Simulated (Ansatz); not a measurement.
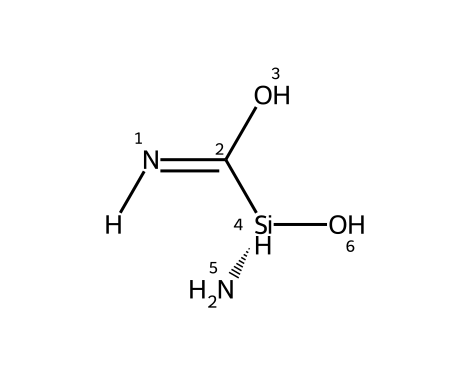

A structural formula, with wedges where it has stereocentres; small numbers name the atoms. The configuration is that of a computed structure (PBE-D4/def2-SVP).

Give the R/S and E/Z labels.

Answer. Si4: S; N1=C2: Z.

Write the isomeric SMILES.

Answer. [H]/N=C(/O)[Si@@H](N)O
